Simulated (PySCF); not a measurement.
**Run report: CH₈N₄Si₃, geometry relaxation (part 2 of 2)**

The same run, continued: CH₈N₄Si₃; PBE0-D3(BJ)/def2-SVP geometry optimisation, gas phase (PySCF 2.14.0). 

Geometry of the input (Å):
```
N  0.2992  1.3612  -0.4685
Si 1.8151  0.6000  -0.4134
N  1.4748  -1.0762  -0.1736
Si 0.2327  -1.8218  0.6932
N  -1.1639  -0.7755  0.5168
Si -1.2607  0.6152  -0.4996
C  -2.4767  1.7872  0.2772
N  -3.2447  2.5148  0.7117
H  0.2960  2.3867  -0.5995
H  2.5837  1.2097  0.6955
H  2.5112  0.7091  -1.6895
H  2.2829  -1.6782  -0.3400
H  -0.0744  -3.1058  0.0331
H  0.4523  -1.9721  2.1401
H  -2.0097  -1.0764  0.9857
H  -1.7292  0.3108  -1.8473
```

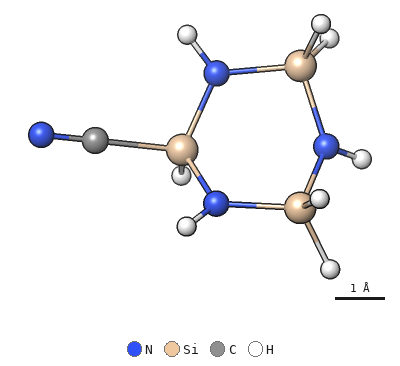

*The geometry at step 15 of the log (ball-and-stick view, seen at a tilt).*

## Trajectory as extended XYZ, continued
```
16
Properties=species:S:1:pos:R:3:forces:R:3 step=11 energy=-30733.66398
N     0.4132    1.3576   -0.4626   -0.0098   0.0378   0.0146
Si    1.9290    0.5222   -0.2753    0.0171  -0.0037   0.0153
N     1.4866   -1.1556   -0.1303   -0.0285   0.0254  -0.0752
Si    0.1907   -1.8462    0.8027   -0.0444  -0.0106   0.0189
N    -1.1765   -0.8117    0.4911    0.0084  -0.0112   0.0487
Si   -1.1131    0.5487   -0.5744    0.0572  -0.0298  -0.0312
C    -2.4083    1.7620    0.0137   -0.0195  -0.0007  -0.0154
N    -3.2170    2.5129    0.3700    0.0000   0.0082   0.0151
H     0.3983    2.3729   -0.4095   -0.0129  -0.0232   0.0139
H     2.6439    1.0655    0.9204    0.0052   0.0236  -0.0093
H     2.8410    0.6410   -1.4537    0.0082  -0.0220  -0.0004
H     2.0020   -1.8008   -0.7210    0.0059  -0.0045   0.0214
H     0.0003   -3.2522    0.3335    0.0309  -0.0097  -0.0107
H     0.4513   -1.8799    2.2748   -0.0063  -0.0111   0.0034
H    -2.0140   -0.9236    1.0560   -0.0037   0.0244  -0.0063
H    -1.4889    0.2081   -1.9722   -0.0078   0.0069  -0.0027
16
Properties=species:S:1:pos:R:3:forces:R:3 step=12 energy=-30733.66790
N     0.4420    1.3940   -0.3528    0.0210   0.0265  -0.0485
Si    1.9347    0.5069   -0.2354   -0.0239   0.0175   0.0218
N     1.4038   -1.1547   -0.1978   -0.0066   0.0398  -0.0421
Si    0.1588   -1.8354    0.8146   -0.0906   0.0134   0.0103
N    -1.1963   -0.7702    0.5580    0.0134  -0.0647   0.0237
Si   -1.0522    0.5400   -0.5652    0.0952  -0.0229   0.0465
C    -2.4183    1.7484   -0.1650   -0.0481  -0.0078  -0.0627
N    -3.2823    2.4904    0.0530    0.0099   0.0168   0.0380
H     0.4199    2.3989   -0.2056   -0.0289  -0.0265   0.0222
H     2.6688    0.9335    0.9953    0.0262   0.0210  -0.0195
H     2.8464    0.6553   -1.4099    0.0148  -0.0172   0.0008
H     1.8551   -1.7872   -0.8510    0.0090  -0.0126   0.0178
H    -0.0734   -3.2399    0.3624    0.0354  -0.0162  -0.0034
H     0.5086   -1.8524    2.2682   -0.0028  -0.0324   0.0040
H    -2.0090   -0.8177    1.1651   -0.0062   0.0500  -0.0114
H    -1.2683    0.1110   -1.9712   -0.0177   0.0152   0.0025
16
Properties=species:S:1:pos:R:3:forces:R:3 step=13 energy=-30733.67026
N     0.4377    1.3915   -0.3716    0.0183   0.0100  -0.0276
Si    1.9352    0.5136   -0.2457   -0.0312  -0.0065   0.0265
N     1.4157   -1.1509   -0.1831   -0.0126   0.0250  -0.0387
Si    0.1604   -1.8414    0.8108   -0.0368   0.0290   0.0070
N    -1.1936   -0.7769    0.5510    0.0182  -0.0485   0.0253
Si   -1.0607    0.5418   -0.5629    0.0507  -0.0082   0.0080
C    -2.4186    1.7508   -0.1318   -0.0330  -0.0082  -0.0475
N    -3.2747    2.4946    0.1106    0.0108   0.0101   0.0300
H     0.4147    2.3985   -0.2409   -0.0231  -0.0136   0.0265
H     2.6737    0.9674    0.9727    0.0197   0.0200  -0.0170
H     2.8426    0.6479   -1.4256    0.0101  -0.0139   0.0019
H     1.8920   -1.7904   -0.8116    0.0065  -0.0081   0.0110
H    -0.0586   -3.2435    0.3431    0.0247  -0.0074  -0.0042
H     0.4929   -1.8748    2.2683   -0.0099  -0.0283   0.0049
H    -2.0134   -0.8346    1.1478   -0.0027   0.0418  -0.0016
H    -1.3067    0.1276   -1.9684   -0.0097   0.0069  -0.0046
16
Properties=species:S:1:pos:R:3:forces:R:3 step=14 energy=-30733.67331
N     0.4468    1.4089   -0.3417    0.0284  -0.0234  -0.0337
Si    1.9381    0.5189   -0.2397   -0.0445  -0.0232   0.0221
N     1.3836   -1.1368   -0.1897   -0.0020  -0.0065   0.0164
Si    0.1398   -1.8458    0.8127    0.0435   0.0454  -0.0051
N    -1.2017   -0.7631    0.5792    0.0144  -0.0325  -0.0078
Si   -1.0359    0.5372   -0.5536   -0.0381   0.0252  -0.0202
C    -2.4178    1.7416   -0.1836   -0.0075  -0.0106  -0.0304
N    -3.2847    2.4830    0.0256    0.0141   0.0035   0.0230
H     0.4119    2.4103   -0.1811   -0.0096   0.0091   0.0349
H     2.7016    0.9622    0.9673    0.0085   0.0043  -0.0083
H     2.8365    0.6335   -1.4288   -0.0004   0.0028   0.0008
H     1.8657   -1.7808   -0.8096    0.0048  -0.0019  -0.0025
H    -0.0704   -3.2399    0.3163   -0.0076   0.0061  -0.0018
H     0.4855   -1.9136    2.2661   -0.0145  -0.0173   0.0024
H    -2.0190   -0.7920    1.1806    0.0069   0.0237   0.0178
H    -1.2413    0.0974   -1.9571    0.0036  -0.0047  -0.0075
16
Properties=species:S:1:pos:R:3:forces:R:3 step=15 energy=-30733.67449
N     0.4446    1.4040   -0.3573    0.0192  -0.0078  -0.0288
Si    1.9373    0.5188   -0.2414   -0.0170  -0.0162  -0.0061
N     1.3923   -1.1388   -0.1799   -0.0058  -0.0064   0.0290
Si    0.1410   -1.8464    0.8134    0.0447   0.0157  -0.0240
N    -1.1995   -0.7658    0.5695   -0.0104  -0.0092  -0.0123
Si   -1.0410    0.5366   -0.5624   -0.0467   0.0163  -0.0129
C    -2.4153    1.7433   -0.1703   -0.0009  -0.0063  -0.0184
N    -3.2719    2.4891    0.0643    0.0094  -0.0007   0.0121
H     0.4061    2.4053   -0.1957    0.0034   0.0074   0.0301
H     2.6987    0.9816    0.9596   -0.0017  -0.0027   0.0017
H     2.8392    0.6239   -1.4290   -0.0024   0.0076  -0.0022
H     1.8796   -1.7848   -0.7940    0.0075   0.0026   0.0057
H    -0.0606   -3.2400    0.3117   -0.0158   0.0033  -0.0003
H     0.4688   -1.9216    2.2706   -0.0078  -0.0014   0.0000
H    -2.0174   -0.7893    1.1705    0.0109   0.0068   0.0228
H    -1.2634    0.1054   -1.9666    0.0133  -0.0091   0.0034
16
Properties=species:S:1:pos:R:3:forces:R:3 step=16 energy=-30733.67559
N     0.4460    1.4044   -0.3565   -0.0021   0.0067  -0.0425
Si    1.9365    0.5169   -0.2395    0.0046   0.0046  -0.0090
N     1.3883   -1.1394   -0.1796    0.0038  -0.0162   0.0242
Si    0.1358   -1.8462    0.8123    0.0214  -0.0039  -0.0144
N    -1.2004   -0.7603    0.5715   -0.0334   0.0055  -0.0309
Si   -1.0381    0.5351   -0.5691   -0.0240   0.0069   0.0198
C    -2.4131    1.7431   -0.1863   -0.0009  -0.0013  -0.0107
N    -3.2658    2.4919    0.0524    0.0041  -0.0010   0.0050
H     0.4038    2.4022   -0.1745    0.0107   0.0017   0.0227
H     2.6985    0.9803    0.9609   -0.0054  -0.0053   0.0060
H     2.8409    0.6205   -1.4256   -0.0064   0.0030  -0.0024
H     1.8791   -1.7867   -0.7892    0.0082   0.0003   0.0042
H    -0.0698   -3.2376    0.3059   -0.0113   0.0047  -0.0029
H     0.4588   -1.9300    2.2701   -0.0008   0.0054   0.0001
H    -2.0115   -0.7684    1.1821    0.0162  -0.0042   0.0207
H    -1.2505    0.0953   -1.9721    0.0151  -0.0071   0.0099
16
Properties=species:S:1:pos:R:3:forces:R:3 step=17 energy=-30733.67672
N     0.4480    1.4049   -0.3598   -0.0305   0.0154  -0.0476
Si    1.9352    0.5135   -0.2382    0.0244   0.0217  -0.0023
N     1.3852   -1.1420   -0.1781    0.0154  -0.0185   0.0061
Si    0.1282   -1.8461    0.8085   -0.0140  -0.0215   0.0093
N    -1.2030   -0.7532    0.5723   -0.0393   0.0179  -0.0460
Si   -1.0361    0.5347   -0.5769    0.0139  -0.0014   0.0504
C    -2.4106    1.7457   -0.2061    0.0017   0.0027   0.0017
N    -3.2573    2.4993    0.0385   -0.0038  -0.0003  -0.0046
H     0.4037    2.3969   -0.1477    0.0137  -0.0062   0.0118
H     2.6942    0.9777    0.9641   -0.0060  -0.0050   0.0059
H     2.8442    0.6153   -1.4208   -0.0077  -0.0026  -0.0025
H     1.8839   -1.7917   -0.7790    0.0038  -0.0004   0.0030
H    -0.0853   -3.2342    0.2961   -0.0020   0.0035  -0.0060
H     0.4434   -1.9394    2.2675    0.0060   0.0076  -0.0002
H    -2.0012   -0.7423    1.1997    0.0158  -0.0101   0.0159
H    -1.2341    0.0819   -1.9771    0.0085  -0.0028   0.0051
16
Properties=species:S:1:pos:R:3:forces:R:3 step=18 energy=-30733.67738
N     0.4502    1.4059   -0.3656   -0.0347   0.0113  -0.0343
Si    1.9348    0.5107   -0.2372    0.0230   0.0162   0.0042
N     1.3837   -1.1449   -0.1755    0.0179  -0.0097  -0.0060
Si    0.1214   -1.8468    0.8053   -0.0256  -0.0197   0.0188
N    -1.2066   -0.7488    0.5710   -0.0269   0.0154  -0.0366
Si   -1.0346    0.5359   -0.5810    0.0284  -0.0053   0.0401
C    -2.4083    1.7496   -0.2192    0.0050   0.0042   0.0125
N    -3.2513    2.5066    0.0281   -0.0076  -0.0005  -0.0110
H     0.4065    2.3928   -0.1309    0.0102  -0.0060   0.0050
H     2.6890    0.9759    0.9678   -0.0036  -0.0024   0.0031
H     2.8477    0.6088   -1.4168   -0.0056  -0.0034  -0.0017
H     1.8875   -1.7962   -0.7705    0.0013  -0.0009   0.0016
H    -0.0967   -3.2323    0.2881    0.0023   0.0021  -0.0054
H     0.4306   -1.9447    2.2655    0.0063   0.0048  -0.0008
H    -1.9929   -0.7250    1.2127    0.0094  -0.0070   0.0104
H    -1.2225    0.0736   -1.9789    0.0003   0.0010   0.0002
16
Properties=species:S:1:pos:R:3:forces:R:3 step=19 energy=-30733.67774
N     0.4526    1.4069   -0.3712   -0.0175   0.0027  -0.0125
Si    1.9351    0.5081   -0.2361    0.0091   0.0011   0.0058
N     1.3829   -1.1478   -0.1729    0.0100   0.0019  -0.0078
Si    0.1154   -1.8478    0.8032   -0.0165  -0.0072   0.0140
N    -1.2101   -0.7459    0.5694   -0.0065   0.0016  -0.0129
Si   -1.0331    0.5378   -0.5822    0.0187  -0.0035   0.0086
C    -2.4061    1.7539   -0.2271    0.0059   0.0051   0.0180
N    -3.2481    2.5126    0.0182   -0.0065  -0.0018  -0.0130
H     0.4111    2.3901   -0.1212    0.0032  -0.0023   0.0012
H     2.6848    0.9741    0.9714   -0.0007   0.0004  -0.0001
H     2.8508    0.6022   -1.4137   -0.0012  -0.0013  -0.0005
H     1.8897   -1.8002   -0.7641   -0.0007  -0.0008   0.0005
H    -0.1051   -3.2312    0.2819    0.0023   0.0005  -0.0026
H     0.4212   -1.9479    2.2640    0.0020   0.0004  -0.0007
H    -1.9871   -0.7137    1.2221    0.0027   0.0004   0.0038
H    -1.2156    0.0699   -1.9788   -0.0045   0.0028  -0.0020
```

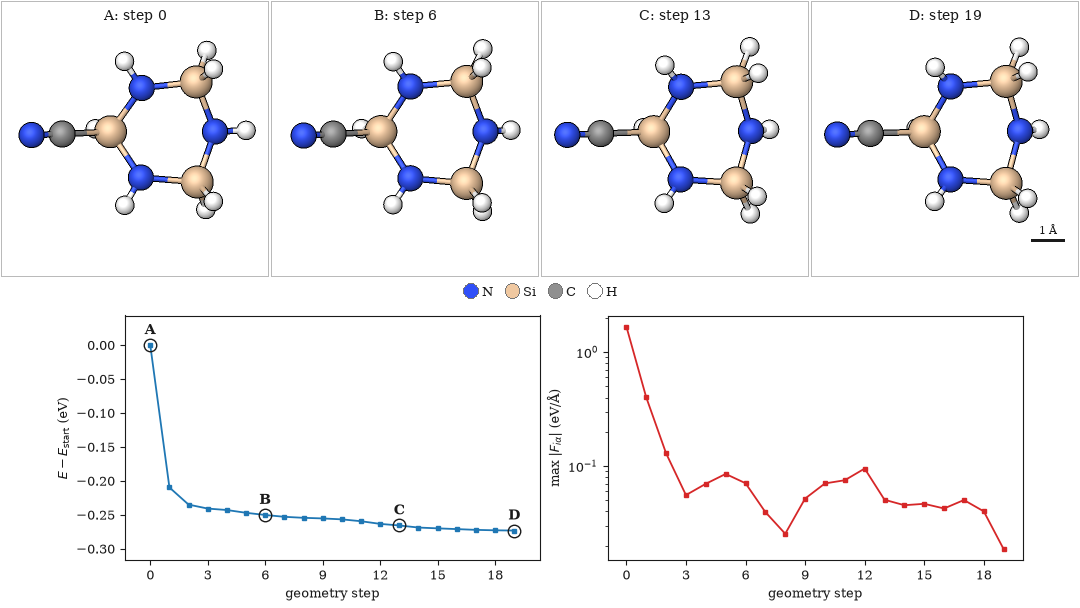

*Frames of the relaxation (ball-and-stick view, seen at a tilt) above the curves, on which the letters mark them (steps are counted from 0).*

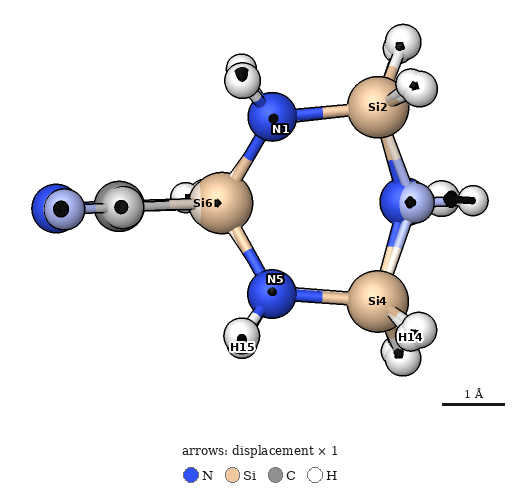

*Start (faint) and end (solid) with the displacements as black arrows, at true length (ball-and-stick view, seen at a tilt). The two geometries are laid on each other by the best rigid fit.*

Over 19 geometry steps the energy falls by 0.273 eV. Largest force component: 1.7 eV/Å at the start, 0.019 eV/Å at the end. The atom that moves furthest after the best rigid fit is H12 (0.79 Å). By element the largest moves are H 0.79 Å, N 0.39 Å, C 0.27 Å, Si 0.12 Å. Among the contacts that change: N3–Si4 1.688 → 1.746 Å, N1–Si2 1.697 → 1.739 Å, Si2–H11 1.458 → 1.495 Å, Si6–H16 1.459 → 1.484 Å. Among the angles that change: Si2–N1–Si6 127.8° → 118.7°, N5–Si4–H13 108.0° → 115.3°, Si4–N5–Si6 125.8° → 118.7°. (Atoms are counted from 1 in the order of the input.)

## Key numbers

```json
{"quantity": "outcome", "value": "converged"}
{"quantity": "total energy", "value": "−1129.441834 hartree"}
{"quantity": "dipole moment", "value": "3.53 D"}
{"quantity": "point group", "value": "Cs"}
{"quantity": "hardware", "value": "1 CPU thread, shared host"}
{"quantity": "wall time", "value": "8.7 min"}
{"quantity": "peak memory", "value": "0.82 GiB"}
```
